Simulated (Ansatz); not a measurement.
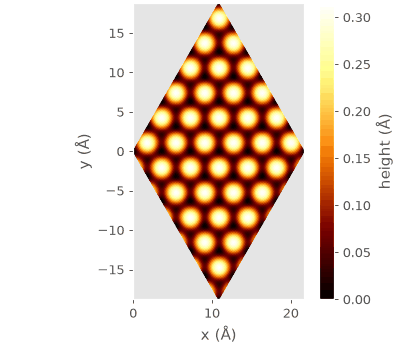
Fig. 1. Simulated constant-current image at -1.6 V from a Fermi level inside the gap (filled states down to 1.0 eV under the valence edge)

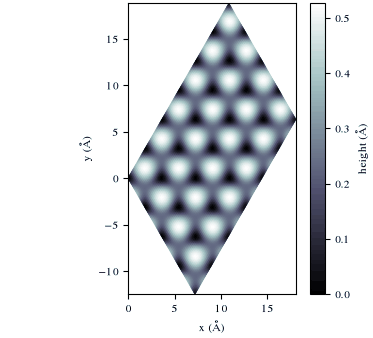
Simulated constant-current image at +1.1 V from a Fermi level inside the gap (empty states up to 0.4 eV over the conduction edge)

All values below come from PBE, Tersoff-Hamann images (plane waves, PAW; Ansatz, a first-principles code).

Mesh 18×18×1, no spin-orbit coupling, no spin polarisation; biases count from the run's Fermi level. The set point is the mean density 3.5 Å over the top atom.

The sample is: single layer of HfS2 (symmetry P-3m1 as a slab, 3 atoms a cell). Atoms are numbered in the order of this list of the upper atoms (x, y, depth in Å): Hf1 (3.7, 0.0, 1.4); S3 (1.8, 1.1, 0.0).

Q: Which sites are bright, and how large is the corrugation?

A: At -1.6 V the maximum lies over S3 and the sites alike, corrugation about 0.31 Å. At +1.1 V the maximum lies over S3 and the sites alike, corrugation about 0.53 Å.
